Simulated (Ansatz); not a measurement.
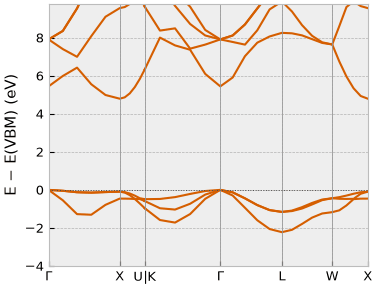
Figure: Band structure from HSE06 (plane waves, PAW; program Ansatz)

Read off the gap and where the band edges lie.

About 4.8 eV (4.79 eV among the points solved); maximum at Γ, minimum at X.

The material is SrO (rock salt, space group No. 225).

Space group Fm-3m (rock salt). The cell was relaxed with HSE06 under the symmetry of its start. The hybrid was solved on a coarse mesh, the path and, where they were found, the r²SCAN edge points; its band edges are the extreme levels among these. Scalar-relativistic: spin–orbit coupling is off unless named, which matters more the heavier the elements.

Potentials: the later of the program's two PAW sets.
